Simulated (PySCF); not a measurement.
**CH12OSi4: density, localisation and related maps**

Input file:

```
{"job": {"kind": "uv", "xc": "CAM-B3LYP", "basis": "def2-SVPD", "nstates": 8, "ntriplets": 3}, "charge": 0, "multiplicity": 1}
C     -1.024106     0.419538     1.646551
Si    -1.298035    -0.508132    -0.001068
Si    -1.897080     1.024296    -1.639031
Si     0.646964    -1.725407    -0.434936
Si     2.545749    -0.425921    -0.461037
O      1.845571     1.054732    -0.453712
H     -0.782708    -0.264151     2.455854
H     -1.903643     0.981875     1.946935
H     -0.200924     1.122276     1.553198
H     -2.444112    -1.411441     0.267088
H     -1.996505     0.383880    -2.955253
H     -3.187255     1.688967    -1.418674
H     -0.919859     2.106631    -1.782604
H      0.507605    -2.431574    -1.722912
H      0.849758    -2.838188     0.513776
H      3.449900    -0.513562     0.696263
H      3.436563    -0.512059    -1.627033
H      2.363357     1.854559    -0.481705
```

Run with:

```sh
OMP_NUM_THREADS=1 python probes_run.py task.json out
```

Geometry: GFN2-xTB.

Method: PySCF, CAM-B3LYP/def2-SVPD, SCF density, gas phase.

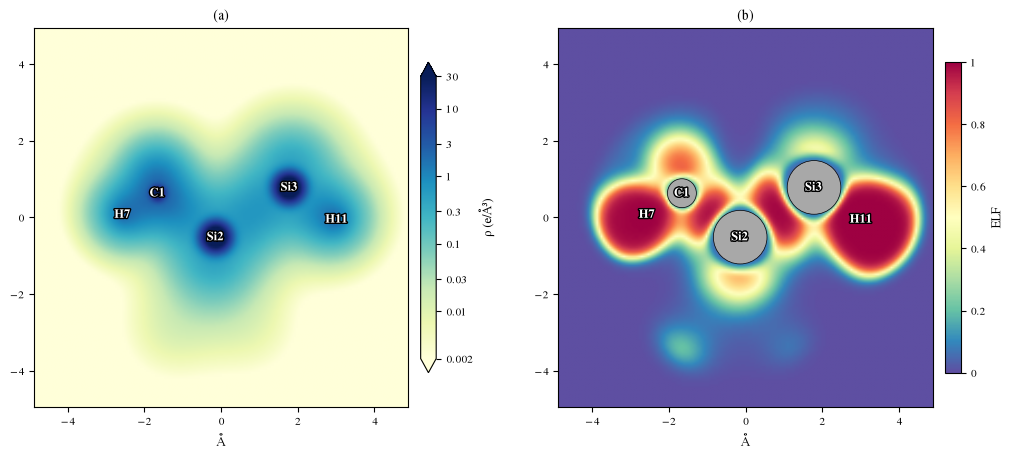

Figure 1. (a) electron density; (b) ELF on the plane of atoms Si2, Si3 and H11. Grey discs cover the atomic cores in the ELF map.

Question: What do the fields say about this system?

Answer: The plane passes through C, Si and H nuclei.
C–Si (1.91 Å): ρ is about 0.9 e/Å³ halfway; the ELF peaks at about 0.95 between the atoms; localised, covalent bonding.
Si–Si (2.32 Å): ρ at the midpoint is about 0.67 e/Å³; the ELF peaks at about 1 between the atoms: a shared electron pair.
C–H (1.09 Å): ρ at the midpoint is about 1.9 e/Å³; the ELF climbs to about 1 towards the hydrogen, as it does in any bond to H (a covalent bond by its length).
Si–H (1.47 Å): the density is about 0.78 e/Å³ at the midpoint; the ELF climbs to about 1 towards the hydrogen.

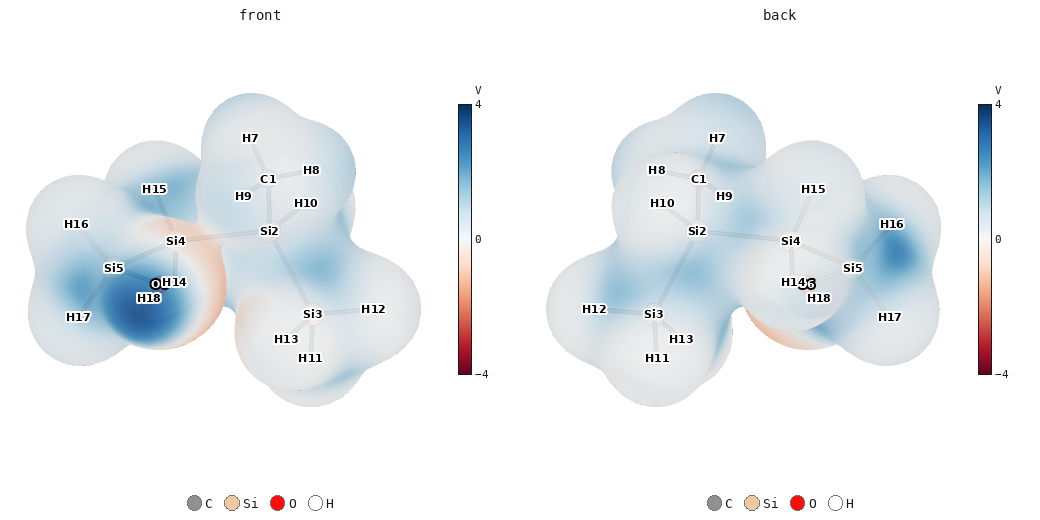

Figure 2. The molecular electrostatic potential painted on the density surface at 0.004 e/bohr³, seen from the front and from behind; the colour scale runs from red (negative) to blue (positive).

Question: Describe the electrostatic potential map.

Answer: The most negative region (about −1.0 V) lies over O6, the most positive (about +3.3 V) over H18. O6 is the likeliest acceptor of a hydrogen bond.
